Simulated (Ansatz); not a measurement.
## Electronic structure of HBr···H$_{5}$NSi in real space

Input

```
crystal:
  periodic: [false, false, false]
  atoms:
    - {symbol: Br, position_ang: [-1.165024, -0.520173, -2.796659]}
    - {symbol: H, position_ang: [-0.273280, -0.209740, -1.628230]}
    - {symbol: Si, position_ang: [-0.246771, 0.045531, 1.140023]}
    - {symbol: N, position_ang: [0.712693, 0.134954, -0.328841]}
    - {symbol: H, position_ang: [-1.333355, 1.041451, 1.001473]}
    - {symbol: H, position_ang: [-0.776624, -1.334545, 1.219954]}
    - {symbol: H, position_ang: [0.540527, 0.342914, 2.366805]}
    - {symbol: H, position_ang: [1.455453, -0.547729, -0.415116]}
    - {symbol: H, position_ang: [1.086382, 1.047336, -0.559307]}
basis:
  gaussian: {orbitals: "def2-TZVPPD.json"}
hamiltonian: {xc: pbe0, dispersion: d4}
output: {orbitals: {seedname: orbitals}}
```

Command:

```sh
ansatz run in.yaml --threads 4 --pin off --events-out ev --progress --plain --max-ram 9574MiB
```

Geometry: PBE0-D4/def2-TZVP.

The calculation used RKS PBE0-D4/def2-TZVPPD in Ansatz 0.2.0.

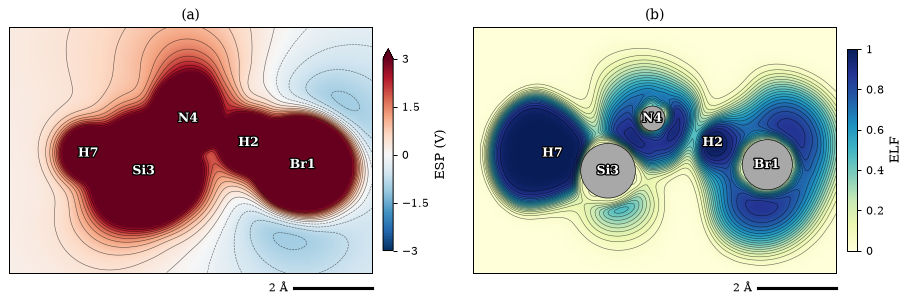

Figure 1. (a) molecular electrostatic potential; (b) ELF on the plane of atoms N4, Si3 and H7. Grey discs cover the atomic cores in the ELF map.

Question: Interpret the plot.

Answer:
- The section cuts through Br, H, Si and N sites.
- N4···H2 (1.67 Å): the ELF climbs to about 0.95 towards the hydrogen, as it does in any bond to H.
- Si–N (1.76 Å): the ELF peaks at about 0.95 between the atoms; a polar covalent bond.
- Si–H (1.49 Å): the ELF climbs to about 1 towards the hydrogen.
- Br–H (1.50 Å): the ELF climbs to about 1 towards the hydrogen.
- The ELF also peaks beside Br1, away from the bonds: lone-pair regions.
- Outside the dense part of the complex the potential is most negative (−1.1 V) near Br1.

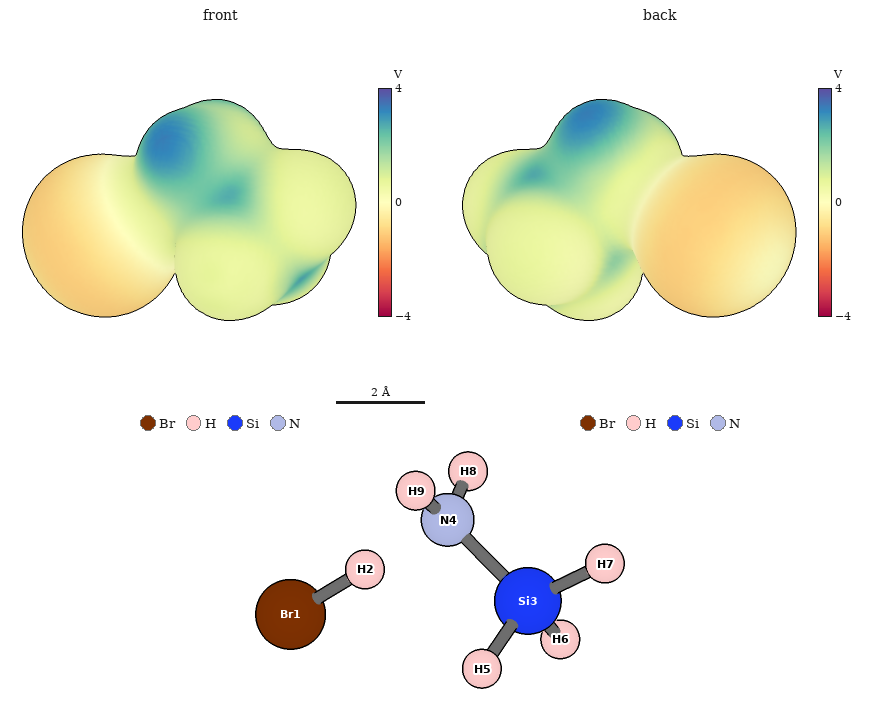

Figure 2. The electrostatic potential painted on the density surface at 0.004 e/bohr³, seen from the front and from behind; red is negative and blue positive. The bare structure is drawn below in the same view.

Question: Where is the surface potential most negative and most positive?

Answer: The most negative region (about −1.0 V) lies over Br1, the most positive (about +3.2 V) over H8 and H9.

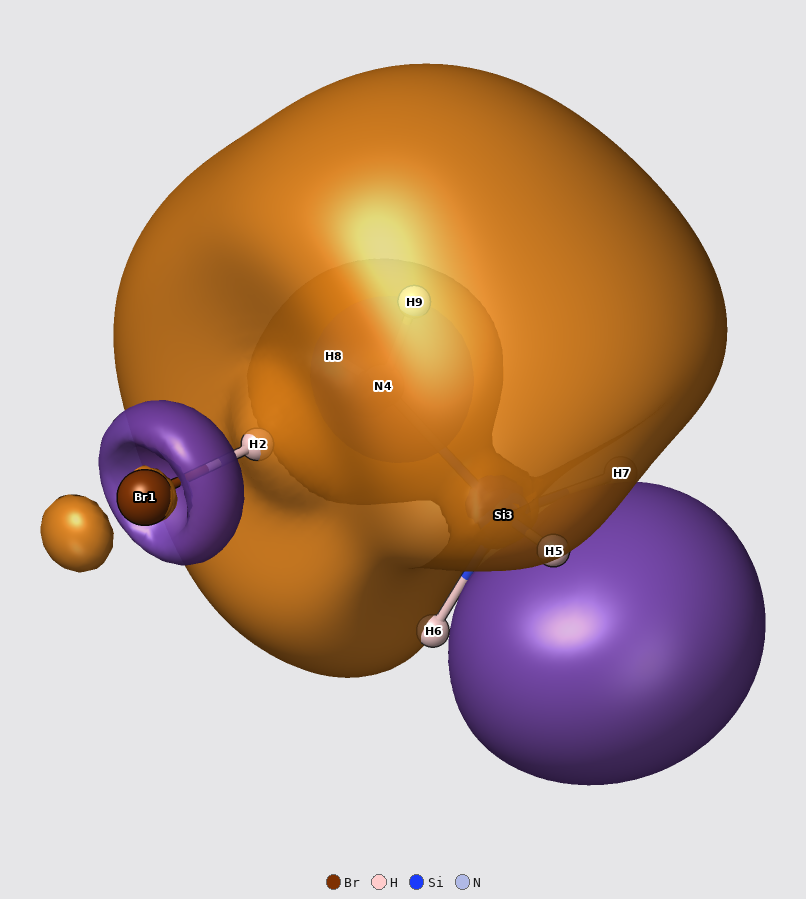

Figure 3. The LUMO at ±0.05 Å⁻³ᐟ² (orange and purple are the two phases), seen at a tilt.

Question: What is the character of this orbital?

Answer: By Hirshfeld shares it lies mainly on Si3 (about 35 %), H8 (about 15 %), H9 (about 15 %) and N4 (about 10 %). Its energy is −0.63 eV.
